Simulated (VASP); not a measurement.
Band structure of BeHg$_{3}$Se$_{4}$ (ordered alloy cell). Calculation: PBEsol GGA, VASP's PBE PAW potentials (set 64) (plane waves; VASP).

Unless said otherwise, spin-orbit coupling is left out, though it shifts the bands of the heavy elements here.

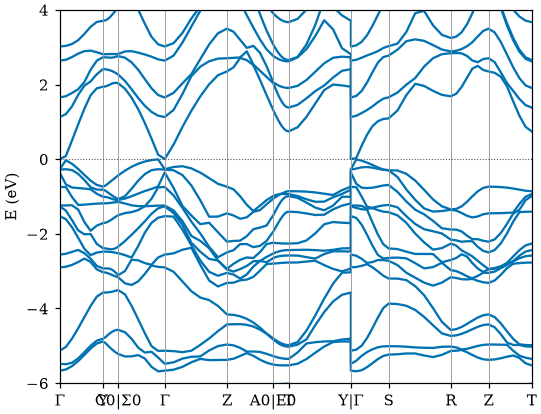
Bands along high-symmetry lines, zero at the valence-band maximum or, without a gap, the Fermi level

### Question
Read the plot: is there a gap, and where are the band edges?

### Answer
It has no gap at this level: it comes out as a metal or semimetal. (Edges off the drawn lines would not show.)

The structure was generated: BeHg3Se4 was put into an ordered model structure (Amm2), which need not be its known phase. It was relaxed first.
